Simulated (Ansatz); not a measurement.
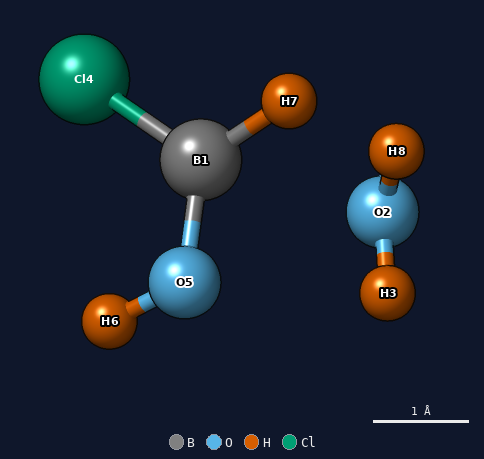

Starting structure of BH$_{4}$O$_{2}$Cl. Style: ball-and-stick. Shown at a tilt.

The run prepares an end point of a later path (reaction) calculation, from a guessed geometry.

All numbers below come from RKS PBE-D4/def2-SVP in Ansatz 0.2.0.

Input file:
```yaml
crystal:
  periodic: [false, false, false]
  atoms:
    - { symbol: B, position_ang: [-0.017224, 0.441623, -0.356797] }
    - { symbol: O, position_ang: [0.081423, -0.020499, 2.207411] }
    - { symbol: H, position_ang: [-0.890571, -0.102049, 2.141691] }
    - { symbol: Cl, position_ang: [1.3802, -0.423554, -1.03015] }
    - { symbol: O, position_ang: [-1.283734, -0.032355, -0.501844] }
    - { symbol: H, position_ang: [-1.304204, -0.924851, -0.900319] }
    - { symbol: H, position_ang: [0.137708, 1.539824, 0.103999] }
    - { symbol: H, position_ang: [0.222301, 0.893161, 1.850109] }
basis:
  gaussian: { orbitals: def2-SVP }
hamiltonian:
  xc: pbe
  dispersion: d4
relax:
  f_tol: 0.03
  max_steps: 50
output:
  orbitals: {}
```

Launched with:
```bash
ansatz run input.yaml --threads 1 --pin off --max-ram 2048MiB --backend cpu --events-out ev --progress --plain --runs-dir out
```

### Predict the outcome.

After 11 accepted moves (13 points after the start) the energy has fallen by 2.20 kcal/mol. Largest force component: 0.55 eV/Å at the start, 0.02 eV/Å at the end. The line search rejected the trial steps at points 1, 4 of the run. O2 moves most after the best rigid fit: 0.47 Å. By element the largest moves are O 0.47 Å, H 0.34 Å, B 0.20 Å, Cl 0.17 Å. Some distances before and after: B1–O2 2.607 → 1.959 Å, B1–Cl4 1.776 → 1.812 Å, B1–O5 1.360 → 1.386 Å, B1–H7 1.201 → 1.219 Å. Among the angles between lasting bonds that change: Cl4–B1–O5 121.5° → 118.3°, H3–O2–H8 101.2° → 104.1°. Cost: 35 s on 1 thread of Arm Neoverse V2 (shared host), peak memory 0.14 GiB.

Step by step:

| step | E − E(0), kcal/mol | largest force component, eV/Å | note |
| --- | --- | --- | --- |
| 0 | 0.00 | 0.5532 |  |
| 1 | 0.09 | 1.8285 | rejected |
| 2 | -0.46 | 0.8077 |  |
| 3 | -0.70 | 0.6520 |  |
| 4 | -0.11 | 1.7621 | rejected |
| 5 | -1.08 | 0.2066 |  |
| 6 | -1.35 | 0.1858 |  |
| 7 | -1.40 | 1.1649 |  |
| 8 | -1.74 | 0.6963 |  |
| 9 | -2.01 | 0.2472 |  |
| 10 | -2.09 | 0.3083 |  |
| 11 | -2.18 | 0.0684 |  |
| 12 | -2.19 | 0.0422 |  |
| 13 | -2.20 | 0.0198 |  |

Final geometry:

```xyz
8

B    -0.0440    0.4356   -0.1628
O     0.0874   -0.0123    1.7402
H    -0.8816   -0.0799    1.8710
Cl    1.3659   -0.4641   -0.8608
O    -1.3194   -0.0446   -0.4151
H    -1.2806   -0.9410   -0.7976
H     0.0709    1.6418   -0.0257
H     0.3272    0.8358    2.1649
```

The end point in the same view:

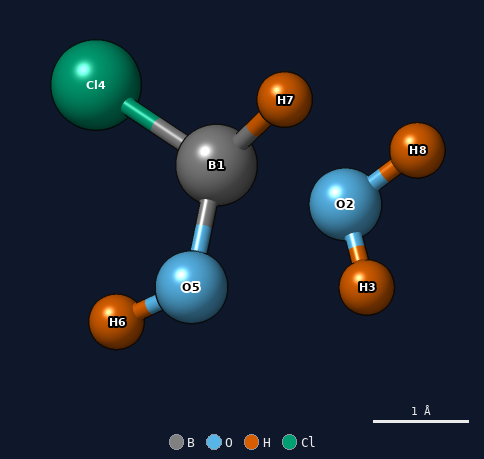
